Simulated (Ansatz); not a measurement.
## Run report: C₂H₆S₂, nudged elastic band

C₂H₆S₂, set up with RKS BLYP-D4/cc-pVDZ (Ansatz 0.2.0).

One setting was made poor on purpose. It belongs to a series of runs on one base structure; here: an input spoilt on purpose. Figures and captions count atoms from 1; the log counts them from 0 in places.

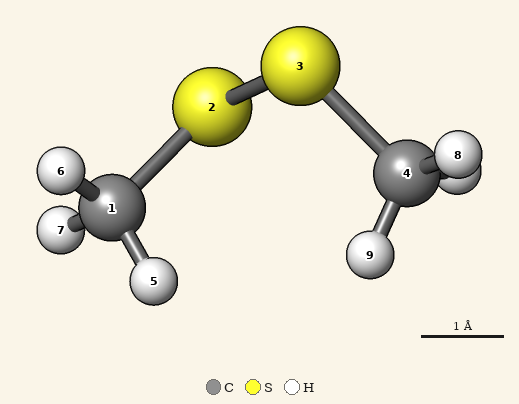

The structure as given in the input (ball-and-stick view, seen at a tilt; atoms are numbered from 1 in the order of the input). Bond lengths as drawn: C–H 1.11 Å, C–S 1.86 Å and S–S 2.11 Å.

## Input file
```yaml
crystal:
  periodic: [false, false, false]
  atoms:
    - { symbol: C, position_ang: [-1.083709, 1.535405, -0.321253] }
    - { symbol: S, position_ang: [0.763015, 1.402916, -0.16979] }
    - { symbol: S, position_ang: [0.990632, -0.131193, 1.265022] }
    - { symbol: C, position_ang: [0.937895, -1.665649, 0.219338] }
    - { symbol: H, position_ang: [-1.516266, 0.598753, -0.720752] }
    - { symbol: H, position_ang: [-1.533912, 1.783373, 0.657697] }
    - { symbol: H, position_ang: [-1.269481, 2.360327, -1.038841] }
    - { symbol: H, position_ang: [1.087792, -2.513056, 0.918898] }
    - { symbol: H, position_ang: [-0.044522, -1.771616, -0.278254] }
    - { symbol: H, position_ang: [1.751656, -1.650559, -0.529065] }
basis:
  gaussian: { orbitals: cc-pVDZ }
hamiltonian:
  xc: blyp
  dispersion: d4
neb:
  order_check: false
  images: 5
  f_tol: 0.05
  max_iterations: 8
  max_displacement: 0.02
  optimiser: lbfgs
  final_atoms:
    - { symbol: C, position: [-1.42753902, 1.05437125, -0.1090615] }
    - { symbol: S, position: [0.06759743, 1.74200856, 0.24616082] }
    - { symbol: S, position: [1.91349133, 0.07461988, 0.65018045] }
    - { symbol: C, position: [0.8569966, -1.34997375, 0.20155831] }
    - { symbol: H, position: [-1.61216284, 0.54354732, -1.06189011] }
    - { symbol: H, position: [-2.07158481, 0.85383477, 0.75640864] }
    - { symbol: H, position: [0.51725163, 1.94691715, -1.03247546] }
    - { symbol: H, position: [0.90884451, -2.12633904, 0.98934455] }
    - { symbol: H, position: [-0.20964264, -1.00405704, 0.13997804] }
    - { symbol: H, position: [1.13984782, -1.78622812, -0.77720374] }
  initial_path: idpp
```

Machine: 2 threads of AMD EPYC (Zen 5), 16 GiB of memory available, shared host.

Launch command:
```bash
ansatz run input.yaml --threads 2 --pin off --max-ram 3072MiB --backend cpu --events-out ev --progress --plain --runs-dir out
```

## The program's output
```
Error: 10 input errors — fix all and re-run
  1. invalid value for `neb.final_atoms`: atom 0 takes position alone, and under basis.gaussian position_ang alone
  2. invalid value for `neb.final_atoms`: atom 1 takes position alone, and under basis.gaussian position_ang alone
  3. invalid value for `neb.final_atoms`: atom 2 takes position alone, and under basis.gaussian position_ang alone
  4. invalid value for `neb.final_atoms`: atom 3 takes position alone, and under basis.gaussian position_ang alone
  5. invalid value for `neb.final_atoms`: atom 4 takes position alone, and under basis.gaussian position_ang alone
  6. invalid value for `neb.final_atoms`: atom 5 takes position alone, and under basis.gaussian position_ang alone
  7. invalid value for `neb.final_atoms`: atom 6 takes position alone, and under basis.gaussian position_ang alone
  8. invalid value for `neb.final_atoms`: atom 7 takes position alone, and under basis.gaussian position_ang alone
  9. invalid value for `neb.final_atoms`: atom 8 takes position alone, and under basis.gaussian position_ang alone
 10. invalid value for `neb.final_atoms`: atom 9 takes position alone, and under basis.gaussian position_ang alone
```

## Outcome

| quantity | value |
| --- | --- |
| outcome | refused by the program |

## Diagnosis

The program refused the input: “10 input errors — fix all and re-run 1. invalid value for `neb.final_atoms`: atom 0 takes position alone, and under basis.gaussian position_ang alone 2. invalid value for `neb.final_atoms`: atom 1 takes position alone, and under basis.gaussian position_ang alone 3. invalid value for `neb.final_atoms`: atom 2 takes position alone, and under basis.gaussian position_ang alone 4 …” A deliberately poor setting: bad input.
